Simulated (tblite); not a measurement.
## Run report: CH6NOSi, polarizability calculation

System: CH6NOSi, multiplicity 2, SMILES CN([O])[SiH3].
Method: GFN2-xTB, U-SCC (tblite 0.8.0).

The geometry comes from this level: GFN2-xTB.

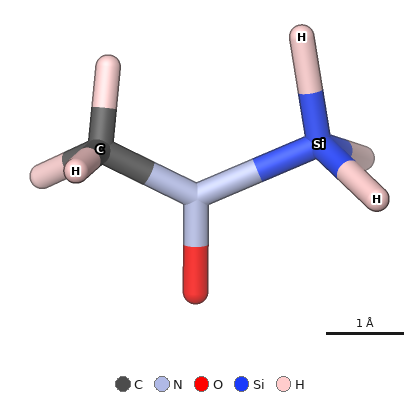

*The structure as given in the input (stick view, seen at a tilt).*

### Key numbers

```csv
quantity,value
outcome,converged
total energy,−13.851634 hartree
basis functions,27
largest force,0.061 eV/Å
dipole moment,3.43 D
hardware,"1 thread of Intel Xeon @ 2.50GHz (Skylake/Cascade Lake), 189 GiB of memory available, shared host"
wall time,0.69 s
peak memory,0.067 GiB
```

### The input (calc.py)
```python
import json
import numpy as np
from tblite.interface import Calculator
from tblite.library import ffi
from tblite.interface import symbols_to_numbers

symbols = list(map(str, np.loadtxt("molecule.xyz", skiprows=2, usecols=0, dtype=str, ndmin=1)))
numbers = np.array(symbols_to_numbers(symbols))
positions = np.loadtxt("molecule.xyz", skiprows=2, usecols=(1, 2, 3), ndmin=2) / 0.5291772

def dipole(field):
    calculator = Calculator("GFN2-xTB", numbers, positions, charge=0, uhf=1)
    calculator.set("verbosity", 0)
    calculator.set("accuracy", 0.01)
    calculator.add("spin-polarization", 1.0)
    calculator.add("electric-field", ffi.new("double[3]", list(field)))
    return calculator.singlepoint()

F = 0.001  # field step, atomic units
res = dipole([0.0, 0.0, 0.0])
alpha = np.array([(dipole(F * v).get('dipole') - dipole(-F * v).get('dipole')) / (2 * F) for v in np.eye(3)])
print(f"E = {res.get('energy'):.8f} Eh")
print("polarizability tensor (bohr^3)")
for row in alpha:
    print("".join(f"{v:12.4f}" for v in row))
w = np.linalg.eigvalsh((alpha + alpha.T) / 2)
print("principal values", np.round(w, 3), " isotropic %.3f" % w.mean())
out = {k: np.asarray(res.get(k)).tolist() for k in ("energy", "gradient", "charges", "dipole", "orbital-energies", "orbital-occupations")}
out.update(symbols=symbols, positions=(positions * 0.529177210903).tolist(), alpha=alpha.tolist())
json.dump(out, open("results.json", "w"))
```

### File molecule.xyz
```
10

C     -0.232750     1.103380    -0.879400
N     -0.455690    -0.157810    -0.227060
O     -1.545850    -0.782740    -0.496600
Si     0.523940    -0.975280     0.978430
H     -0.531990     1.029810    -1.925770
H     -0.839410     1.882190    -0.408670
H      0.818970     1.366920    -0.800770
H      0.835840    -2.294760     0.438660
H     -0.270120    -1.060260     2.201570
H      1.697070    -0.111460     1.119610
```

Run as:
```bash
python calc.py
```

### What the program printed
```
E = -13.85163365 Eh
polarizability tensor (bohr^3)
     43.9560      1.3982      5.0523
      1.3984     44.0696     -4.2701
      5.0527     -4.2701     40.9995
principal values [35.146 45.397 48.483]  isotropic 43.008
```

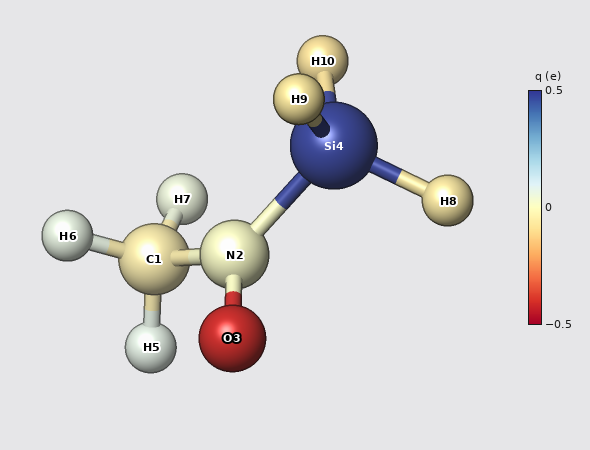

*Mulliken charges, as the colour of each atom (ball-and-stick view, seen at a tilt; atoms are numbered from 1 in the order of the input).*

By element: C −0.05, N +0.01, O −0.41, Si +0.48 and H −0.09 to +0.07 e.
